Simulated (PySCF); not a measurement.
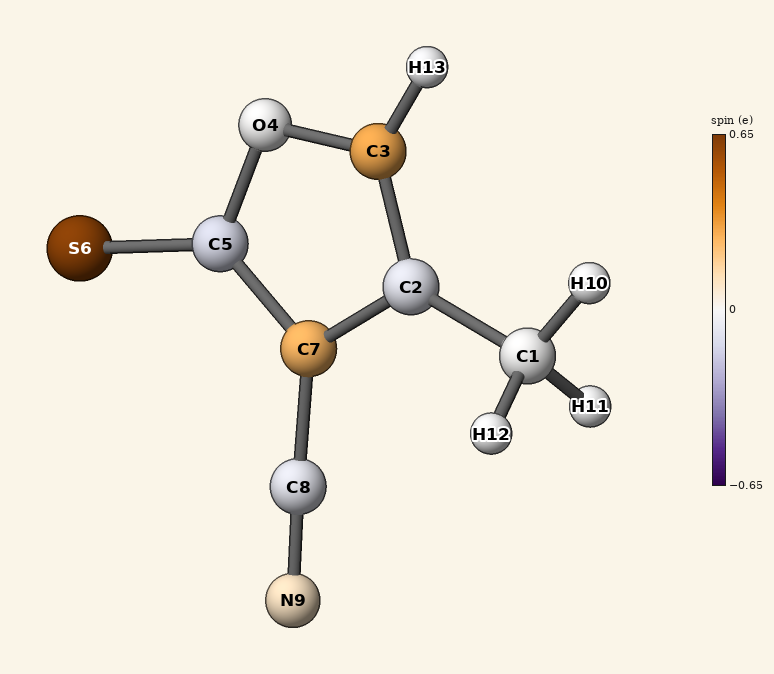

Atoms are coloured by their Mulliken spin populations. The species is neutral and a spin doublet. The computed structure is the end point of a GFN2-xTB optimisation. No frequency run is at hand to confirm it as a minimum. Method: UKS B3LYP, pcH-1 on C H N O S, non-relativistic (PySCF 2.14.0).

List the Mulliken spin populations.

| atom | value (e) |
| --- | --- |
| C1 | 0.00 |
| C2 | −0.07 |
| C3 | 0.28 |
| O4 | 0.00 |
| C5 | −0.11 |
| S6 | 0.61 |
| C7 | 0.26 |
| C8 | −0.06 |
| N9 | 0.10 |
| H10 | 0.00 |
| H11 | 0.00 |
| H12 | 0.00 |
| H13 | −0.01 |

The run warned: orbitally degenerate or nearly so: second-order g, spin-orbit hyperfine and D do not apply.

Mulliken values depend strongly on the basis set.
